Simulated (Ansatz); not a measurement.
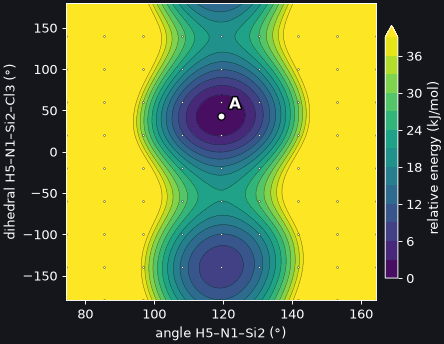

BrClH₂NSi, SMILES N[Si](Cl)Br, spin multiplicity 2. The first coordinate is: angle H5–N1–Si2; the second: dihedral H5–N1–Si2–Cl3. Nothing is relaxed (all other coordinates rigid). The grid has 9 × 9 points. Energies are in kJ/mol, from the relaxed molecule at the same level. The calculation used UKS PBE-D4/def2-SVP (Ansatz 0.2.0).

The picture shows filled contours, dots at the grid points, one colour for all values above the top of the scale, the well A. Between grid points the surface is interpolated.

Estimate the position of the minimum and the force constants in these coordinates. Take the well at A.

The interpolated minimum is at angle H5–N1–Si2 ≈ 119.3°, dihedral H5–N1–Si2–Cl3 ≈ 44°. The curvatures there are about 4 eV/rad² and 0.33 eV/rad², with a cross term of about −0.05 eV/rad². Round the minimum the two coordinates are nearly uncoupled. (1 eV is 96.5 kJ/mol.)
